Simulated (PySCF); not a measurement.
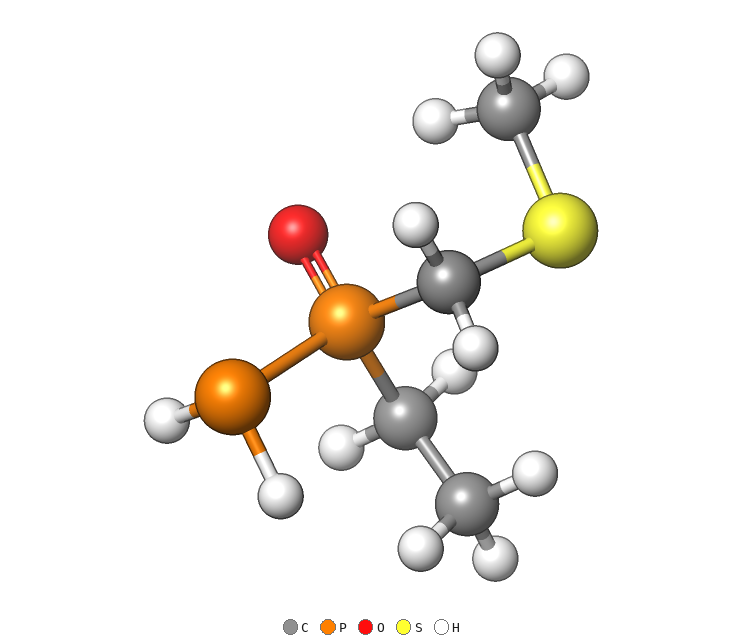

Ball-and-stick drawing of a structure. Multiple sticks mark multiple bonds (one Kekulé form).

Question: Count the atoms of each element.

Answer: C₄H₁₂OP₂S, 20 atoms: 4 carbon, 12 hydrogen, 1 oxygen, 2 phosphorus and 1 sulfur.

Question: Write the SMILES.

Answer: CC[P@@](=O)(P)CSC

Question: Name some functional groups or characteristic bonds that it holds.

Answer: Among them: thioether.

Question: What is the point group of this geometry?

Answer: C1.

More results for the same structure follow; atom numbers are the same in all pictures, views and colours differ. The geometry was computed by an optimisation with PBE0-D3(BJ)/def2-SVP. No frequency run is at hand to confirm it as a minimum.

Shape

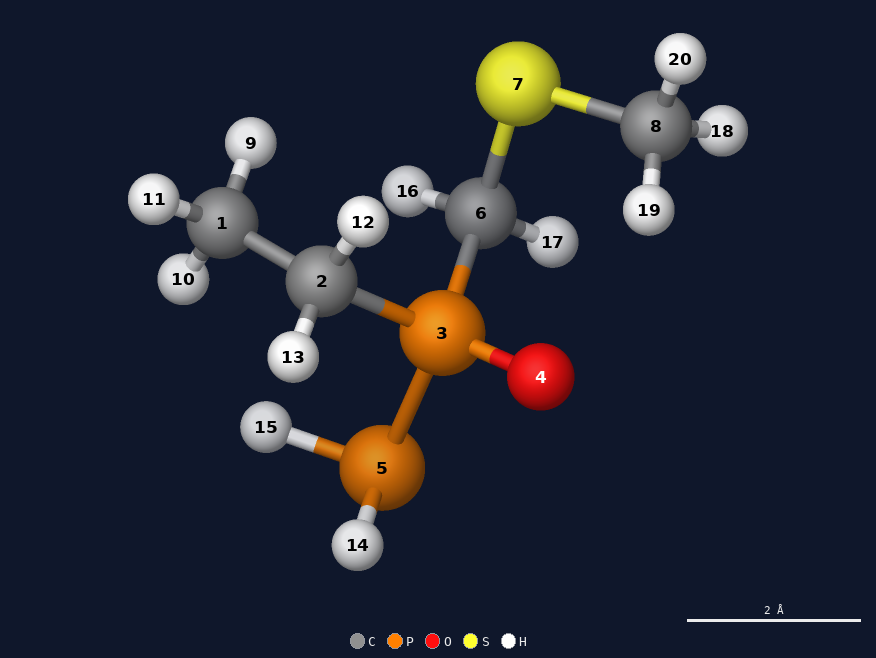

No frequency run is at hand to confirm it as a minimum.

What are the angles C1–C2–P3, C1–C2–H13, C2–C1–H10, C2–C1–H11, C2–P3–P5, C2–P3–C6, P3–C2–H13, P3–C6–H16, P3–C6–H17, O4–P3–C6, S7–C6–H16, S7–C8–H18?

| angle | degrees |
| --- | --- |
| C1–C2–P3 | 117.6 |
| C1–C2–H13 | 112.4 |
| C2–C1–H10 | 112.2 |
| C2–C1–H11 | 110.5 |
| C2–P3–P5 | 110.0 |
| C2–P3–C6 | 105.8 |
| P3–C2–H13 | 105.0 |
| P3–C6–H16 | 110.4 |
| P3–C6–H17 | 108.0 |
| O4–P3–C6 | 114.2 |
| S7–C6–H16 | 107.1 |
| S7–C8–H18 | 110.7 |

Electronic properties

No frequency run is at hand to confirm it as a minimum. Method: B97-2/pcSseg-1, gas phase (PySCF 2.14.0).

Predict the main results.

- dipole moment: 2.93 D
- HOMO energy (Kohn–Sham orbital): −6.28 eV
- LUMO energy (Kohn–Sham orbital): −0.06 eV
- HOMO–LUMO gap: 6.22 eV

Polarisability

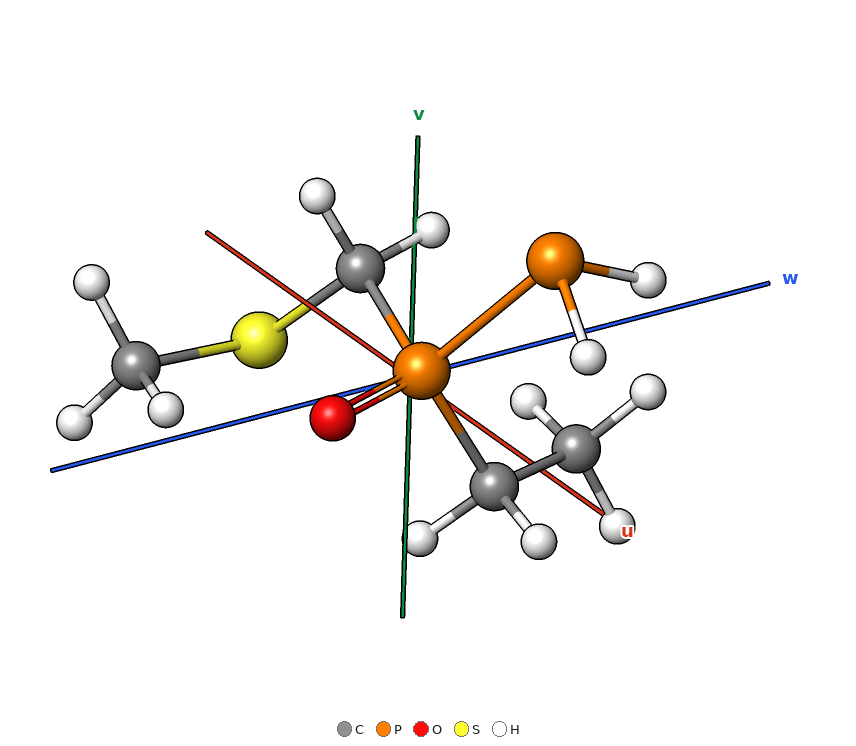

The lines u, v and w are the principal axes of the static dipole polarisability. No frequency run is at hand to confirm it as a minimum. Level of theory: B3LYP/def2-SVPD (PySCF 2.14.0).

Question: Along which axis is the molecule most polarisable, and along which least?

Answer: Most along w, least along v.

Question: Give the three principal values.

Answer: u 120.3, v 107.8, w 152.8 bohr³; mean 127.0, anisotropy 40.3 bohr³.

Core levels

No frequency run is at hand to confirm it as a minimum. Level of theory: delta-SCF UKS SCAN, pcX-2 on the ionised atom, pcseg-1 elsewhere, spin-free X2C (PySCF 2.14.0).

Give the core-electron binding energies (to vacuum; p and d levels without spin–orbit splitting) of C1 1s, C2 1s, P3 1s, P3 2p, O4 1s, P5 1s, P5 2p, C6 1s, S7 1s, S7 2p, C8 1s.

```
atom  level  binding energy (eV)
  C1     1s                291.1
  C2     1s                290.7
  P3     1s               2151.6
  P3     2p                137.9
  O4     1s                535.9
  P5     1s               2150.0
  P5     2p                136.8
  C6     1s                291.2
  S7     1s               2477.0
  S7     2p                169.6
  C8     1s                291.0
```
